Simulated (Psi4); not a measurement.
# SiCl3O (SMILES [O][Si](Cl)(Cl)Cl) at UB3LYP/6-31G(d) (spherical functions)

Aim: the energy change on altering one bond length of SiCl3O at UB3LYP/6-31G* (spherical functions), from 2 runs. 

Program for the calculation: Psi4 1.11.

4 further runs of the same task are left out: 4 that didn't finish. Runs told in other sessions of the task aren't counted.

## Step 1: The system as given

SiCl3O: 5 atoms, total charge 0, spin state doublet. As SMILES, `[O][Si](Cl)(Cl)Cl`. The coordinates come from a PBE0-D4/def2-TZVP relaxation.

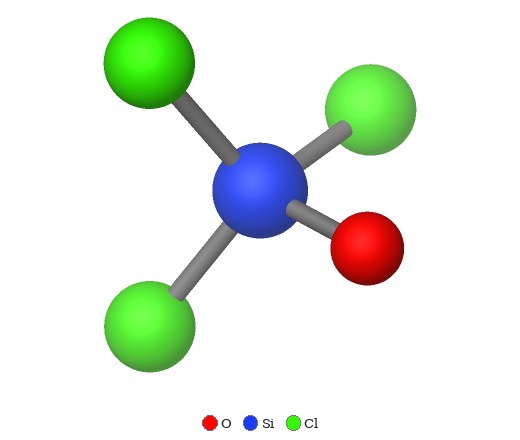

The structure, seen from a chosen angle (oxygen red, silicon blue, chlorine green).

## Step 2: The energy at UB3LYP/6-31G(d) (spherical functions)

Contents of calc.in:

```
memory 2200 MB

molecule molecule1 {
  0 2
  O      0.815000    -1.070800     1.039300
  Si     0.038600    -0.018800     0.041000
  Cl    -1.536500     0.855600     0.950500
  Cl    -0.542800    -1.265500    -1.438700
  Cl     1.275600     1.425900    -0.633600
  units angstrom
  symmetry c1
  no_reorient
  no_com
}

set {
  basis 6-31G*
  reference uks
  puream true
  e_convergence 1e-09
  d_convergence 1e-08
  scf_type pk
  dft_radial_points 99
  dft_spherical_points 590
  maxiter 100
}

e_tot, wfn = energy('b3lyp', return_wfn=True)
oeprop(wfn, 'MULLIKEN_CHARGES', 'DIPOLE', 'MAYER_INDICES', title='B3LYP')
```

Command:

```bash
$ psi4 calc.in calc.out -n 1
```

calc.out:

```text
[...]
  Running in c1 symmetry.
[...]
  Nuclear repulsion =  433.997072395605301
[...]
  Multiplicity = 2
[...]
  Nalpha       = 37
  Nbeta        = 36
[...]
    Number of basis functions: 86
[...]
   @UKS iter   1: -1744.94124432676040    3.64560e-01   1.00547e-02 ADIIS/DIIS
[...]
   @UKS iter  20: -1745.39460723823890   -8.18545e-12   6.50315e-09 DIIS
[...]
   @S^2 Observed:                7.533271135E-01
[...]
    Orbital Energies [Eh]
    ---------------------
    Alpha Occupied:
       1A   -101.565959     2A   -101.556818     3A   -101.556784
       4A    -66.266256     5A    -19.240511     6A     -9.500864
       7A     -9.492120     8A     -9.492084     9A     -7.261653
      10A     -7.256012    11A     -7.254402    12A     -7.252783
      13A     -7.252748    14A     -7.246559    15A     -7.246521
      16A     -7.245924    17A     -7.245890    18A     -5.415352
      19A     -3.774833    20A     -3.774089    21A     -3.773192
      22A     -1.038365    23A     -0.894880    24A     -0.866225
      25A     -0.859258    26A     -0.558600    27A     -0.486856
      28A     -0.463917    29A     -0.455767    30A     -0.429419
      31A     -0.389053    32A     -0.383237    33A     -0.382303
      34A     -0.380114    35A     -0.360452    36A     -0.349874
[...]
  @UKS Final Energy: -1745.39460723823890
   => Energetics <=
    Nuclear Repulsion Energy =            433.9970723956053007
    One-Electron Energy =               -3275.1846500199185357
    Two-Electron Energy =                1187.9680332130662919
    DFT Exchange-Correlation Energy =     -92.1750628269920611
    Empirical Dispersion Energy =           0.0000000000000000
    VV10 Nonlocal Energy =                  0.0000000000000000
    Total Energy =                      -1745.3946072382389048
  UHF NO Occupations:
  HONO-2 :   35  A 1.9995237
  HONO-1 :   36  A 1.9993188
[...]
 Multipole Moments:
 ------------------------------------------------------------------------------------
     Multipole            Electronic (a.u.)      Nuclear  (a.u.)        Total (a.u.)
 ------------------------------------------------------------------------------------
 L = 1.  Multiply by 2.5417464519 to convert [e a0] to [Debye]
 Dipole X            :         12.3236517          -12.4769167           -0.1532650
 Dipole Y            :        -15.7669732           15.9538238            0.1868507
 Dipole Z            :         19.0363548          -19.2415694           -0.2052146
 Magnitude           :                                                    0.3170432
[...]
  Mulliken Charges: (a.u.)
   Center  Symbol    Alpha    Beta     Spin     Total
       1     O     4.60174  3.68218  0.91956 -0.28393
       2    SI     6.63041  6.66931 -0.03890  0.70028
       3    CL     8.57992  8.56485  0.01507 -0.14476
       4    CL     8.60800  8.51893  0.08907 -0.12694
       5    CL     8.57993  8.56473  0.01520 -0.14466
   Total alpha = 37.00000, Total beta = 36.00000, Total charge =  0.00000
  Mayer Bond Indices:
  Total Bond Index:
[...]
```

It took 33 s on 1 thread of Intel Xeon Platinum 8259CL at 2.50GHz (Skylake/Cascade Lake), shared host; peak memory 0.83 GiB.

## Step 3: The distorted shape at the same level

Contents of cl3osi.dat:

```
memory 2200 mb

molecule {
  0 2
  O
  Si 1 1.645024
  Cl 2 2.018095 1 111.83626
  Cl 2 2.020346 1 100.6998 3 -118.9779
  Cl 2 3.6324 1 111.8008 4 -118.99777
  symmetry c1
  no_reorient
  no_com
}

set {
  basis 6-31G*
  reference uks
  puream true
  e_convergence 1e-09
  d_convergence 1e-08
  scf_type pk
  dft_radial_points 99
  dft_spherical_points 590
  maxiter 100
}

result, w = energy("b3lyp", return_wfn=True)
```

Command:

```bash
$ psi4 -i cl3osi.dat -o cl3osi.out -n 1
```

cl3osi.out:

```text
[...]
  Running in c1 symmetry.
[...]
  Nuclear repulsion =  370.894277768364134
[...]
  Multiplicity = 2
[...]
  Nalpha       = 37
  Nbeta        = 36
[...]
    Number of basis functions: 86
[...]
   @UKS iter   1: -1744.91133546575566   -6.07666e-02   9.87746e-03 DIIS/ADIIS
[...]
   @UKS iter  63: -1745.26798803644056   -1.23919e-10   9.69571e-09 DIIS
[...]
   @S^2 Observed:                7.701748901E-01
[...]
    Orbital Energies [Eh]
    ---------------------
    Alpha Occupied:
       1A   -101.581132     2A   -101.578625     3A   -101.568151
       4A    -66.266139     5A    -19.169998     6A     -9.515569
       7A     -9.506635     8A     -9.502772     9A     -7.277679
      10A     -7.276835    11A     -7.269641    12A     -7.269187
      13A     -7.264056    14A     -7.259294    15A     -7.257926
      16A     -7.256834    17A     -7.256364    18A     -5.415052
      19A     -3.775230    20A     -3.773515    21A     -3.770998
      22A     -0.955820    23A     -0.890876    24A     -0.869991
      25A     -0.843408    26A     -0.547186    27A     -0.463303
      28A     -0.418953    29A     -0.413876    30A     -0.400749
      31A     -0.381700    32A     -0.375210    33A     -0.368425
      34A     -0.359943    35A     -0.353865    36A     -0.326825
[...]
  @UKS Final Energy: -1745.26798803644056
   => Energetics <=
    Nuclear Repulsion Energy =            370.8942777683641339
    One-Electron Energy =               -3149.2244363623858590
    Two-Electron Energy =                1125.1093317410650343
    DFT Exchange-Correlation Energy =     -92.0471611834839365
    Empirical Dispersion Energy =           0.0000000000000000
    VV10 Nonlocal Energy =                  0.0000000000000000
    Total Energy =                      -1745.2679880364405562
  UHF NO Occupations:
  HONO-2 :   35  A 1.9990562
  HONO-1 :   36  A 1.9914916
[...]
 Multipole Moments:
 ------------------------------------------------------------------------------------
     Multipole            Electronic (a.u.)      Nuclear  (a.u.)        Total (a.u.)
 ------------------------------------------------------------------------------------
 L = 1.  Multiply by 2.5417464519 to convert [e a0] to [Debye]
 Dipole X            :          0.2191899           -0.3105672           -0.0913773
 Dipole Y            :          0.0737676           -0.2425770           -0.1688094
 Dipole Z            :          2.1755135           -1.1731496            1.0023640
 Magnitude           :                                                    1.0205782
[...]
```

Run time: 77 s. Hardware: 1 thread of Intel Xeon Platinum 8259CL at 2.50GHz (Skylake/Cascade Lake), shared host; peak memory 0.77 GiB.

## Step 4: Summary of results

At UB3LYP/6-31G* (spherical functions):

| quantity | value |
| --- | --- |
| first shape: total energy | -1745.39461 Eh |
| first shape: dipole moment | 0.81 D |
| first shape: HOMO energy (highest over α and β) | -9.22 eV |
| first shape: LUMO energy (lowest over α and β) | -6.11 eV |
| first shape: ⟨S²⟩ | 0.753 |
| distorted shape: total energy | -1745.26799 Eh |
| distorted shape: dipole moment | 2.59 D |
| distorted shape: HOMO energy (highest over α and β) | -7.81 eV |
| distorted shape: LUMO energy (lowest over α and β) | -7.12 eV |
| distorted shape: ⟨S²⟩ | 0.770 |
| energy change with the Si2–Cl5 bond stretched from 2.018 to 3.632 Å | 3.445 eV |

With the Si2–Cl5 bond stretched from 2.018 to 3.632 Å the energy rises by 3.45 eV (79 kcal/mol). The first shape isn't relaxed at this level, so the change isn't measured from a minimum.
